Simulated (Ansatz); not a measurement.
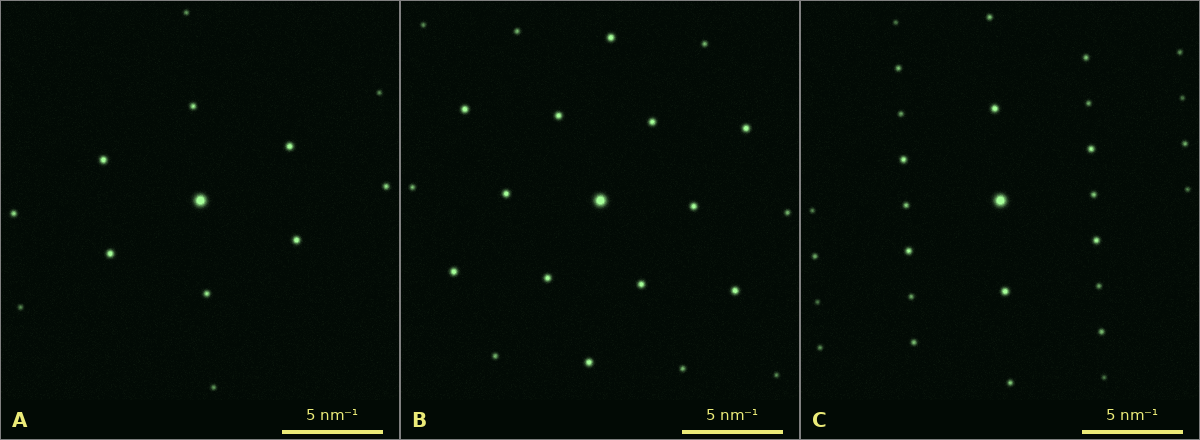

The patterns are kinematic simulations for 120 kV electrons (no multiple scattering; isotropic B = 0.5 Å²).

All three come from Co, space group P6_3/mmc (No. 194), a = 2.458 Å, c = 4.369 Å (hexagonal axes). Structure: the end point of a relaxation at fixed volume with DFT HSE06, scalar-relativistic, plane waves, PAW in Ansatz 0.2.0.

**Assign the zone axes [001], [100], [101] to A, B and C.**

A is [101]: centred rectangular net of 0 1 0 at d = 2.13 Å and 1 0 -1 at d = 1.91 Å, at 63.3°. B is [001]: hexagonal net of 1 -1 0 at d = 2.13 Å and 1 0 0 at d = 2.13 Å, at 60.0°. C is [100]: rectangular net of 0 0 1 (itself extinct) at d = 4.37 Å and 0 1 0 at d = 2.13 Å, at 90.0°.
